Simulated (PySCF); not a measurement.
# C2H7NSi: the cost of one run

Computed with PySCF 2.14.0, with density-fitted response routines of our own, on a single molecule in the gas phase. Atoms count from 0, in the outputs and in this text.

### Step 1. Starting geometry

11 atoms, charge 0, multiplicity 1; geometry from: PBE0-D3(BJ)/def2-SVP.

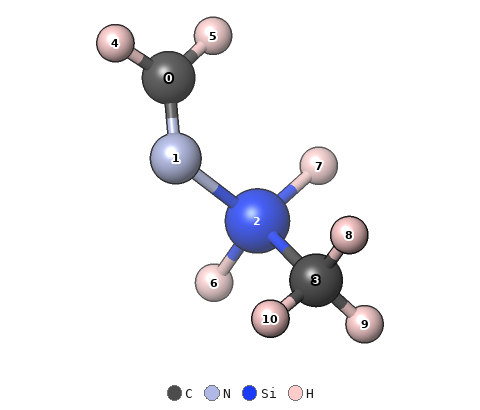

As it starts; carbon dark grey, nitrogen light blue, silicon blue, hydrogen pink, atoms numbered; sticks join atoms by distance.

### Step 2. Shielding tensors: HF/pcSseg-2

Job settings and geometry (Å):

```
{"job": {"kind": "nmr", "xc": "HF", "basis": "pcSseg-2", "pop": false}, "charge": 0, "multiplicity": 1}
C      2.190306     0.242155     0.309636
N      1.145681     0.527023    -0.336349
Si    -0.258594    -0.519923    -0.506808
C     -1.754797     0.383571     0.158143
H      3.026834     0.964314     0.375237
H      2.357882    -0.717564     0.848203
H     -0.418099    -0.799350    -1.964990
H     -0.060095    -1.824960     0.216296
H     -1.649772     0.572382     1.237443
H     -2.670652    -0.206189    -0.001402
H     -1.870782     1.352117    -0.351193
```

Level: GIAO HF/pcSseg-2 NMR shielding, non-relativistic, gas phase.

The run is started by

```sh
$ OMP_NUM_THREADS=1 python probes_run.py task.json out
```

This one command runs all jobs of the session in turn.

Q: Estimate the wall time and peak memory of this first job on 1 thread of Arm Neoverse N1, shared host.

About 24 s, with a peak of 0.93 GiB.
